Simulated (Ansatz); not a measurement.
Consider Si₃B₂C₂.

Input file:

```
crystal:
  lattice:
    - [-1.3939644699, 1.8550311397, 7.7568312062]
    - [1.3939644699, -1.8550311397, 7.7568312062]
    - [1.3939644699, 1.8550311397, -7.7568312062]
  atoms:
    - { symbol: Si, position: [0.7216142245, 0.7216142245, 0.0] }
    - { symbol: Si, position: [0.2783857755, 0.2783857755, 0.0] }
    - { symbol: Si, position: [0.0, 0.5, 0.5] }
    - { symbol: B, position: [0.4447677113, 0.9447677113, 0.5] }
    - { symbol: B, position: [0.5552322887, 0.0552322887, 0.5] }
    - { symbol: C, position: [0.3991840235, 0.3991840235, 0.0] }
    - { symbol: C, position: [0.6008159765, 0.6008159765, 0.0] }
basis:
  ecutwfc: 420
kpoints:
  mp_grid: { grid: [14, 14, 14] }
hamiltonian:
  xc: pbe
scf:
  occupations: { method: gaussian, width: 0.1 }
output:
  forces: true
  stress: true
  eigenvalues: true
  write_density: true
  write_potential: true
  elf: true
  volumetric_format: npy
relax:
  adjacent_minimum: "off"
  f_tol: 0.01
  max_steps: 80
  cell: { stress_tol: 0.05 }
```

Launched as:

```sh
ansatz run input.yaml --threads 1 --pin off --max-ram 2560MiB --backend cpu --events-out ev --progress --plain --runs-dir out
```

Below, planes, directions and counts refer to the conventional cell (a = 2.78 Å, b = 3.74 Å, c = 15.49 Å, α = 90.00°, β = 90.00°, γ = 90.00°).

The fields are those of the run's last geometry, not of the input's.

Space group Immm; a generated structure, not necessarily the stable one.

Theory: Ansatz, DFT PBE, scalar-relativistic, plane waves, PAW.

Predict the valence pseudo-density and electron localisation function between the atoms.

Answer. B–B (1.71 Å): the density is about 0.97 e/Å³ at the midpoint; the ELF peaks at about 0.95 between the atoms.
Si–C (1.88 Å): ρ is about 0.91 e/Å³ halfway; the ELF peaks at about 0.95 between the atoms.

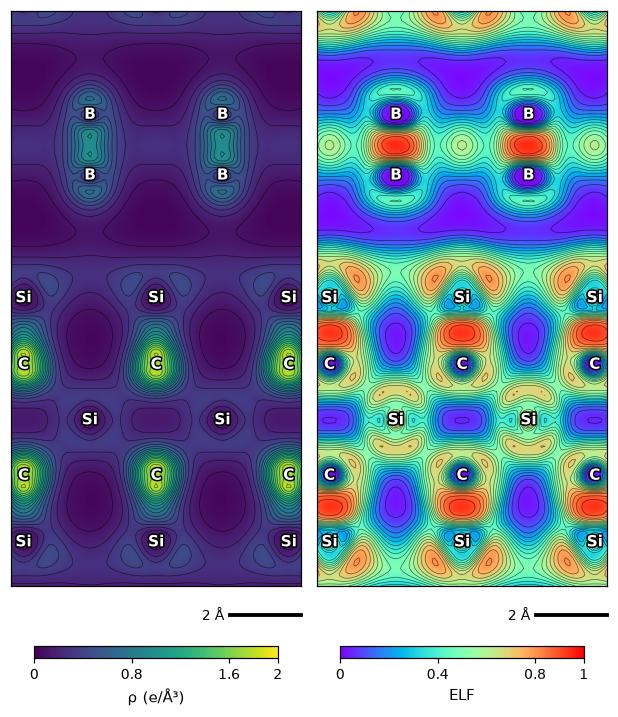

Computed valence pseudo-density and electron localisation function on the (100) plane of the conventional cell, in this order. 

Core electrons are frozen (PAW), and the valence fields are smoothed inside the atomic spheres.
